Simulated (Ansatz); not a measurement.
**triplet SiN2H4ClF at 6 levels**

Wanted: a comparison of 6 runs (UHF/6-31G*, UB3LYP/6-31G*, UBLYP/6-31G*, UPBE/6-31G*, UMP2/6-31G*, UCCSD(T)/6-31G*) of triplet SiN2H4ClF. 

The calculation is run with Ansatz 0.2.0.

117 further runs of the same task are left out: 117 set aside as unsound or not needed.

## Step 1: The system as given

SiN2H4ClF has 9 atoms, charge 0, and is taken as a triplet. SMILES of the parent species: `N[Si](N)(F)Cl`. The shape is that of a PBE0-D4/def2-TZVP optimisation. This is one conformer, not always the lowest. That shape belongs to the parent species and isn't relaxed for this state.

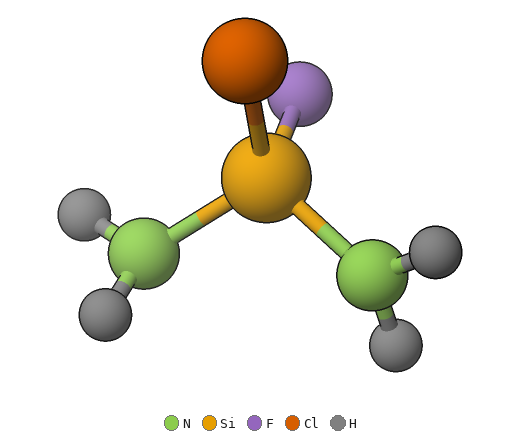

The structure, seen from a chosen angle (nitrogen green, silicon amber, fluorine purple, chlorine orange, hydrogen grey).

## Step 2: A single-point energy at UHF/6-31G(d) (spherical functions) (run 1)

Contents of input.yaml:

```yaml
crystal:
  periodic: [false, false, false]
  atoms:
    - {symbol: N, position_ang: [-1.103400, 0.512600, -0.802400]}
    - {symbol: Si, position_ang: [0.413700, -0.007900, -0.276100]}
    - {symbol: N, position_ang: [0.278200, -0.677900, 1.262900]}
    - {symbol: F, position_ang: [0.921700, -0.982300, -1.429200]}
    - {symbol: Cl, position_ang: [1.890300, 1.411100, -0.127000]}
    - {symbol: H, position_ang: [-1.655800, 1.131700, -0.233100]}
    - {symbol: H, position_ang: [-1.287400, 0.634500, -1.784500]}
    - {symbol: H, position_ang: [-0.423900, -1.367700, 1.471900]}
    - {symbol: H, position_ang: [1.055000, -0.700400, 1.900500]}
basis:
  gaussian:
    orbitals: 6-31G_st_-spherical.json
magnetization:
  spin_polarized: true
  initial_magnetization: 2
hamiltonian:
  xc: hf
accuracy: high
output: {orbitals: {seedname: orbitals}}
```

The basis set 6-31G* is read from a file made from the Basis Set Exchange's data (not shown).

Started as:

```bash
$ ansatz run input.yaml --threads 1 --pin off --max-ram 2610MiB --events-out events.jsonl --progress --plain --runs-dir runs
```

What it wrote:

```text
Warning: RAYON_NUM_THREADS=1 ignored (pool sized by the plan → 1); use --threads N
Functional definition: HF
  name "HF"
  exchange = exact_x
  correlation = 0
1944 factors; integrals over basis functions are off by at most 3.7e-9 eV
mean field evaluation 1: about -26089.9629 eV, gradient 2.9e1 eV
mean field evaluation 2: about -26089.9875 eV, gradient 2.9e1 eV
mean field evaluation 4: about -26094.6911 eV, gradient 3.7e0 eV
mean field evaluation 8: about -26095.3399 eV, gradient 3.4e-1 eV
mean field evaluation 16: about -26095.3462 eV, gradient 3.4e-7 eV
mean field evaluation 32: about -26094.9081 eV, gradient 1.7e0 eV
mean field evaluation 64: about -26092.9156 eV, gradient 3.6e0 eV
mean field evaluation 96: about -26091.4948 eV, gradient 2.1e0 eV
mean field evaluation 128: about -26090.2184 eV, gradient 2.5e0 eV
mean field -26095.34617767 eV, -958.9862839684 hartree, gradient 2.1e-8 eV, S^2 2.007025; 1 other end points of the search recorded, 0 dependent functions left out
reference -26095.34617767 eV, -958.9862839684 hartree; 30, 28 occupied and 56, 58 virtual orbitals, 1944 factors
Total energy: -26095.34617767 eV, -958.9862839684 hartree
```

It took 14 s on 1 thread of Arm Neoverse V2, shared host; peak memory 0.35 GiB.

## Step 3: The energy at UB3LYP/6-31G(d) (spherical functions) (run 2)

Contents of run.yaml:

```yaml
crystal:
  periodic: [false, false, false]
  atoms:
    - symbol: N
      position_ang: [-1.103400, 0.512600, -0.802400]
    - symbol: Si
      position_ang: [0.413700, -0.007900, -0.276100]
    - symbol: N
      position_ang: [0.278200, -0.677900, 1.262900]
    - symbol: F
      position_ang: [0.921700, -0.982300, -1.429200]
    - symbol: Cl
      position_ang: [1.890300, 1.411100, -0.127000]
    - symbol: H
      position_ang: [-1.655800, 1.131700, -0.233100]
    - symbol: H
      position_ang: [-1.287400, 0.634500, -1.784500]
    - symbol: H
      position_ang: [-0.423900, -1.367700, 1.471900]
    - symbol: H
      position_ang: [1.055000, -0.700400, 1.900500]
basis:
  gaussian:
    orbitals: 6-31G_st_-spherical.json
accuracy: high
output: {orbitals: {seedname: orbitals}}
magnetization:
  spin_polarized: true
  initial_magnetization: 2
hamiltonian:
  xc: {name: B3LYP}
```

The basis set 6-31G* is read from a file made from the Basis Set Exchange's data (not shown).

Started as:

```bash
$ ansatz run run.yaml --threads 1 --pin off --max-ram 2610MiB --events-out events.jsonl --progress --plain --runs-dir runs
```

What it wrote:

```text
Warning: RAYON_NUM_THREADS=1 ignored (pool sized by the plan → 1); use --threads N
Functional definition: B3LYP
  name "B3LYP"
  parameter a0 = 0.2
  parameter ax = 0.72
  parameter ac = 0.81
  exchange = (1 - a0 - ax)*slater_x + ax*b88_x + a0*exact_x
  correlation = (1 - ac)*vwn_rpa_c + ac*lyp_c
1944 factors; integrals over basis functions are off by at most 3.7e-9 eV
mean field evaluation 1: about -26143.0478 eV, gradient 6.0e1 eV
mean field evaluation 2: about -26107.6164 eV, gradient 1.0e2 eV
mean field evaluation 4: about -26153.5456 eV, gradient 2.9e1 eV
mean field evaluation 8: about -26159.2122 eV, gradient 1.7e0 eV
mean field evaluation 16: about -26159.4725 eV, gradient 7.5e-1 eV
mean field evaluation 32: about -26159.5868 eV, gradient 1.1e-7 eV
mean field -26159.58683604 eV, -961.3470846198 hartree, gradient 1.7e-8 eV, S^2 2.003142; 5 other end points of the search recorded, 0 dependent functions left out
reference -26159.58687563 eV, -961.3470860745 hartree; 30, 28 occupied and 56, 58 virtual orbitals, 1944 factors
Total energy: -26159.58687563 eV, -961.3470860745 hartree
```

It took 49 s on 1 thread of Arm Neoverse V2, shared host; peak memory 0.5 GiB.

Run 3 isn't shown in full; the table further down has it.

## Step 4: A single-point energy at UPBE/6-31G(d) (spherical functions) (run 4)

Contents of in.yaml:

```yaml
crystal:
  periodic: [false, false, false]
  atoms:
    - {symbol: "N", position_ang: [-1.103400, 0.512600, -0.802400]}
    - {symbol: Si, position_ang: [0.413700, -0.007900, -0.276100]}
    - {symbol: "N", position_ang: [0.278200, -0.677900, 1.262900]}
    - {symbol: F, position_ang: [0.921700, -0.982300, -1.429200]}
    - {symbol: Cl, position_ang: [1.890300, 1.411100, -0.127000]}
    - {symbol: H, position_ang: [-1.655800, 1.131700, -0.233100]}
    - {symbol: H, position_ang: [-1.287400, 0.634500, -1.784500]}
    - {symbol: H, position_ang: [-0.423900, -1.367700, 1.471900]}
    - {symbol: H, position_ang: [1.055000, -0.700400, 1.900500]}
basis:
  gaussian:
    orbitals: 6-31G_st_-spherical.json
total_charge: 0
magnetization:
  spin_polarized: true
  initial_magnetization: 2
hamiltonian:
  xc: {name: PBE}
accuracy: high
output: {orbitals: {seedname: orbitals}}
```

The basis set 6-31G* is read from a file made from the Basis Set Exchange's data (not shown).

Started as:

```bash
$ ansatz run in.yaml --threads 1 --pin off --max-ram 2610MiB --events-out events.jsonl --progress --plain --runs-dir runs
```

What it wrote:

```text
Warning: RAYON_NUM_THREADS=1 ignored (pool sized by the plan → 1); use --threads N
Functional definition: PBE
  name "PBE"
  parameter kappa = 0.804
  parameter beta = 0.06672455060314922
  exchange = pbe_x(kappa = kappa, mu = beta*pi^2/3)
  correlation = pbe_c(beta = beta)
1944 factors; integrals over basis functions are off by at most 3.7e-9 eV
mean field evaluation 1: about -26123.4305 eV, gradient 6.6e1 eV
mean field evaluation 2: about -26039.8169 eV, gradient 1.3e2 eV
mean field evaluation 4: about -26131.6014 eV, gradient 4.4e1 eV
mean field evaluation 8: about -26139.8508 eV, gradient 2.4e1 eV
mean field evaluation 16: about -26143.5840 eV, gradient 1.8e-6 eV
mean field evaluation 32: about -26139.0434 eV, gradient 1.6e1 eV
mean field evaluation 64: about -26143.1426 eV, gradient 2.2e0 eV
mean field -26143.58399451 eV, -960.7589910404 hartree, gradient 4.1e-8 eV, S^2 2.001810; 6 other end points of the search recorded, 0 dependent functions left out
reference -26143.58399807 eV, -960.7589911713 hartree; 30, 28 occupied and 56, 58 virtual orbitals, 1944 factors
Total energy: -26143.58399807 eV, -960.7589911713 hartree
```

Wall time 36 s (1 thread of Arm Neoverse V2, shared host); peak memory 0.31 GiB.

Run 5 isn't shown in full; the table further down has it.

## Step 5: A single-point energy at UCCSD(T)/6-31G(d) (spherical functions) (run 6)

Contents of input.yaml:

```yaml
crystal:
  periodic: [false, false, false]
  atoms:
    - {symbol: "N", position_ang: [-1.103400, 0.512600, -0.802400]}
    - {symbol: Si, position_ang: [0.413700, -0.007900, -0.276100]}
    - {symbol: "N", position_ang: [0.278200, -0.677900, 1.262900]}
    - {symbol: F, position_ang: [0.921700, -0.982300, -1.429200]}
    - {symbol: Cl, position_ang: [1.890300, 1.411100, -0.127000]}
    - {symbol: H, position_ang: [-1.655800, 1.131700, -0.233100]}
    - {symbol: H, position_ang: [-1.287400, 0.634500, -1.784500]}
    - {symbol: H, position_ang: [-0.423900, -1.367700, 1.471900]}
    - {symbol: H, position_ang: [1.055000, -0.700400, 1.900500]}
basis:
  gaussian: {orbitals: 6-31G_st_-spherical.json}
magnetization: {spin_polarized: true, initial_magnetization: 2}
correlation: {method: ccsd_t, frozen_orbitals: {Cl: 5, F: 1, H: 0, "N": 1, Si: 5}}
accuracy: high
scf: {omitted_lower_state_checks: [cluster_reference, increment]}
```

The basis set 6-31G* is read from a file made from the Basis Set Exchange's data (not shown).

Started as:

```bash
$ ansatz run input.yaml --threads 1 --pin off --max-ram 2610MiB --events-out events.jsonl --progress --plain --runs-dir runs
```

What it wrote:

```text
Warning: RAYON_NUM_THREADS=1 ignored (pool sized by the plan → 1); use --threads N
Functional definition: HF
  name "HF"
  exchange = exact_x
  correlation = 0
these checks for a lower state are left out or cut short: cluster_reference, increment
1944 factors; integrals over basis functions are off by at most 3.7e-9 eV
mean field evaluation 1: about -26089.9629 eV, gradient 2.9e1 eV
mean field evaluation 2: about -26089.9875 eV, gradient 2.9e1 eV
mean field evaluation 4: about -26094.6911 eV, gradient 3.7e0 eV
mean field evaluation 8: about -26095.3399 eV, gradient 3.4e-1 eV
mean field evaluation 16: about -26095.3462 eV, gradient 3.4e-7 eV
mean field evaluation 32: about -26095.2793 eV, gradient 2.5e-4 eV
mean field evaluation 64: about -26095.2934 eV, gradient 6.0e-1 eV
mean field -26095.34617767 eV, -958.9862839684 hartree, gradient 2.1e-8 eV, S^2 2.007025; 8 other end points of the search recorded, 0 dependent functions left out
13 core orbitals not correlated: weight in the atoms' cores, before any rotation towards them, 1.000 or more for the frozen orbitals, at most 0.000 for the correlated occupied ones
reference -26095.34617767 eV, -958.9862839684 hartree; 17, 15 occupied and 56, 58 virtual orbitals, 1944 factors
second order -18.45801718 eV of doubles, -0.00000000 eV of singles
cycle   1  -19.07968080 eV  change   -6.2e-1 eV  update   9.9e-2
cycle   2  -19.49503725 eV  change   -4.2e-1 eV  update   3.2e-2
cycle   3  -19.61715975 eV  change   -1.2e-1 eV  update   2.2e-2
cycle   4  -19.62213157 eV  change   -5.0e-3 eV  update   1.1e-2
cycle   5  -19.61671628 eV  change    5.4e-3 eV  update   6.7e-3
cycle   6  -19.61852631 eV  change   -1.8e-3 eV  update   2.9e-3
cycle   7  -19.61949570 eV  change   -9.7e-4 eV  update   1.4e-3
cycle   8  -19.61952786 eV  change   -3.2e-5 eV  update   8.3e-4
cycle   9  -19.61961117 eV  change   -8.3e-5 eV  update   4.5e-4
cycle  10  -19.61949625 eV  change    1.1e-4 eV  update   2.2e-4
cycle  11  -19.61957064 eV  change   -7.4e-5 eV  update   1.0e-4
cycle  12  -19.61963962 eV  change   -6.9e-5 eV  update   5.3e-5
cycle  13  -19.61965726 eV  change   -1.8e-5 eV  update   2.6e-5
cycle  14  -19.61965092 eV  change    6.3e-6 eV  update   1.4e-5
cycle  15  -19.61964394 eV  change    7.0e-6 eV  update   8.4e-6
cycle  16  -19.61963946 eV  change    4.5e-6 eV  update   5.3e-6
cycle  17  -19.61963830 eV  change    1.2e-6 eV  update   3.7e-6
cycle  18  -19.61964007 eV  change   -1.8e-6 eV  update   2.2e-6
cycle  19  -19.61964014 eV  change   -7.0e-8 eV  update   1.5e-6
cycle  20  -19.61963976 eV  change    3.9e-7 eV  update   7.4e-7
cycle  21  -19.61963951 eV  change    2.5e-7 eV  update   4.8e-7
cycle  22  -19.61963931 eV  change    2.0e-7 eV  update   2.6e-7
cycle  23  -19.61963932 eV  change   -1.4e-8 eV  update   1.5e-7
cycle  24  -19.61963932 eV  change  -9.6e-10 eV  update   7.7e-8
cycle  25  -19.61963933 eV  change   -1.3e-8 eV  update   4.8e-8
cycle  26  -19.61963936 eV  change   -2.3e-8 eV  update   3.2e-8
cycle  27  -19.61963921 eV  change    1.5e-7 eV  update   9.6e-8
cycle  28  -19.61963921 eV  change   -4.3e-9 eV  update   2.6e-8
cycle  29  -19.61963921 eV  change    7.7e-9 eV  update   1.1e-8
cycle  30  -19.61963921 eV  change   6.3e-10 eV  update   7.0e-9
cycle  31  -19.61963920 eV  change    2.5e-9 eV  update   3.7e-9
perturbative correction -0.43733916 eV, -0.0160719176 hartree
Total energy: -26115.40315603 eV, -959.7233643281 hartree
Checks for a lower state left out: cluster_reference, increment
```

Wall time 2.1 min (1 thread of Arm Neoverse V2, shared host); peak memory 0.88 GiB.

## Step 6: All runs side by side

| run | level | frozen core orbitals | energy (Eh) | HOMO energy (eV) | ⟨S²⟩ | wall time |
| --- | --- | --- | --- | --- | --- | --- |
| 1 | UHF/6-31G* (spherical functions) | – | -958.986284 | -2.57 | 2.007 | 14 s |
| 2 | UB3LYP/6-31G* (spherical functions) | – | -961.347086 | -1.03 | 2.003 | 49 s |
| 3 | UBLYP/6-31G* (spherical functions) | – | -961.268008 | -0.12 | 2.002 | 38 s |
| 4 | UPBE/6-31G* (spherical functions) | – | -960.758991 | -0.23 | 2.002 | 36 s |
| 5 | UMP2/6-31G* (spherical functions) | 13 | -959.664604 | – | 2.007 | 14 s |
| 6 | UCCSD(T)/6-31G* (spherical functions) | 13 | -959.723364 | – | 2.007 | 2.1 min |

## Step 7: Outcome

| quantity | value |
| --- | --- |
| run 6: total energy | -959.72336 Eh |
| run 6: correlation energy (13 core orbitals frozen) | -737.1 mEh |
| run 6: (T) correction | -16.07 mEh |
| run 6: ⟨S²⟩ of the reference determinant | 2.007 |
| run 6: T1 diagnostic | 0.019 |

**Reading.** Below the UHF energy at the same shape and in the same basis (6-31G*): UMP2 -678.3 mEh; UCCSD(T) -737.1 mEh. Totals of different functionals can't be ranked against each other. All runs together took 4.6 min, the longest 2.1 min.
